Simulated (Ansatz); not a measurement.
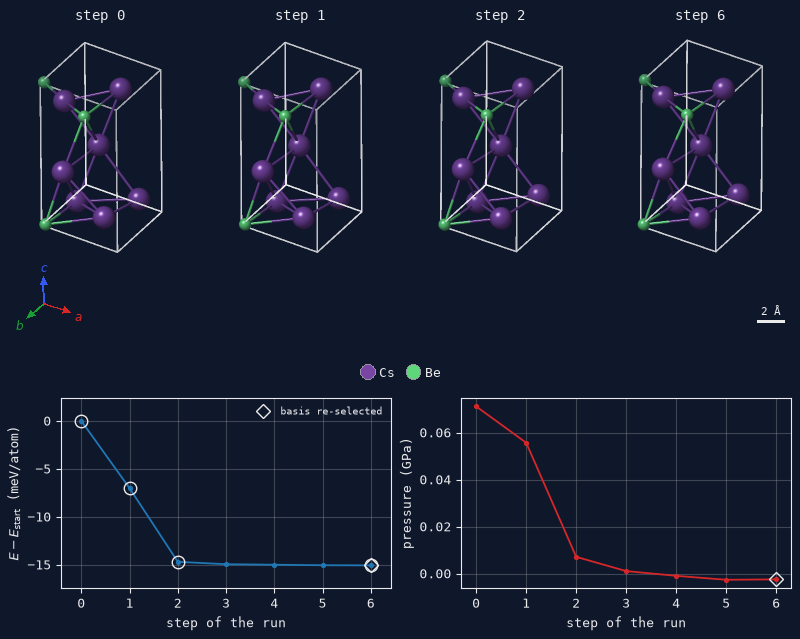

Frames of a relaxation of a crystal of Cs$_{3}$Be (built on the Cu3Au (L1_2)_221 type) (coarse preliminary run), marked on the history of the run. The picture is a ball-and-stick view of the cell of the calculation, seen from a free direction.

Theory: DFT PBE, scalar-relativistic, plane waves, PAW (Ansatz 0.2.0).

Input file:
```yaml
crystal:
  lattice:
    - [6.65193525, 0.0466443303, -0.0741422705]
    - [0.0466443303, 6.45628247, 0.0505737068]
    - [-0.1482845411, 0.1011474136, 12.7258034741]
  atoms:
    - { symbol: Cs, position: [-0.0019308341, 0.5073672293, 0.2332718591] }
    - { symbol: Cs, position: [0.018270934, 0.4938322964, 0.731907544] }
    - { symbol: Cs, position: [0.4624633024, -0.0140920988, 0.2515982138] }
    - { symbol: Cs, position: [0.4760750475, 0.0066553428, 0.766557867] }
    - { symbol: Cs, position: [0.5330681852, 0.5022274866, 0.0136550688] }
    - { symbol: Cs, position: [0.4747442228, 0.5051397202, 0.5133838723] }
    - { symbol: Be, position: [0.0303429335, -0.0364680293, -0.0002767318] }
    - { symbol: Be, position: [0.0069662086, 0.0353380526, 0.4899023068] }
basis:
  ecutwfc: 420
kpoints:
  mp_grid: { grid: [4, 4, 2] }
hamiltonian:
  xc: pbe
scf:
  occupations: { method: gaussian, width: 0.1 }
output:
  forces: true
  stress: true
  eigenvalues: true
relax:
  adjacent_minimum: "off"
  f_tol: 0.015
  max_steps: 120
  cell: { stress_tol: 0.15 }
```

Launched with:
```bash
ansatz run input.yaml --threads 1 --pin off --max-ram 2560MiB --backend cpu --events-out ev --progress --plain --runs-dir out
```

### What happens along the run?

The atom that moves furthest relative to the cell is Cs5 (0.32 Å roughly along [−3 0 −1]). By element the largest moves are Cs 0.32 Å, Be 0.22 Å. The drawn cell changes as follows: a 6.653 → 6.570 Å (−1.2 %), b 6.457 → 6.543 Å (+1.3 %), c 12.727 → 12.927 Å (+1.6 %), α 89.1° → 90.0°, β 91.3° → 89.9°, γ 89.2° → 89.9°; the volume changes by +1.7 %. Near-neighbour distances that change, for instance: Cs1–Cs5 4.123 → 4.621 Å, Cs2–Cs6 4.165 → 4.603 Å, Cs1–Cs6 5.039 → 4.605 Å, Cs2–Cs5 4.903 → 4.605 Å. The space group stays P1 (No. 1). The energy falls by 15.1 meV per atom in 5 accepted moves (6 points after the start). The largest force component goes from 0.23 to 0.0056 eV/Å. The pressure goes from 0.07 to 0.00 GPa. At 1 point the geometry stayed and the basis and grid were re-selected for the new cell (energy shift of less than 0.05 meV per atom at most each time). From step 0 to 1: Cs6 moves most (0.07 Å), volume +0.1 %, energy −7.0 meV per atom. From step 1 to 2: Cs5 moves most (0.20 Å), volume +1.2 %, energy −7.7 meV per atom. From step 2 to 6: Cs4 moves most (0.08 Å), volume +0.3 %, energy −0.4 meV per atom.

```json
{"step": "0", "E − E(0), meV/atom": "0.00", "largest force component, eV/Å": "0.2276", "pressure, GPa": "0.07", "volume, Å³/atom": "68.300", "note": ""}
{"step": "1", "E − E(0), meV/atom": "-7.02", "largest force component, eV/Å": "0.1442", "pressure, GPa": "0.06", "volume, Å³/atom": "68.383", "note": ""}
{"step": "2", "E − E(0), meV/atom": "-14.70", "largest force component, eV/Å": "0.0129", "pressure, GPa": "0.01", "volume, Å³/atom": "69.217", "note": ""}
{"step": "3", "E − E(0), meV/atom": "-14.95", "largest force component, eV/Å": "0.0082", "pressure, GPa": "0.00", "volume, Å³/atom": "69.373", "note": ""}
{"step": "4", "E − E(0), meV/atom": "-15.01", "largest force component, eV/Å": "0.0053", "pressure, GPa": "0.00", "volume, Å³/atom": "69.423", "note": ""}
{"step": "5", "E − E(0), meV/atom": "-15.06", "largest force component, eV/Å": "0.0056", "pressure, GPa": "0.00", "volume, Å³/atom": "69.457", "note": ""}
{"step": "6", "E − E(0), meV/atom": "-15.07", "largest force component, eV/Å": "0.0056", "pressure, GPa": "0.00", "volume, Å³/atom": "69.457", "note": "same geometry, new basis"}
```
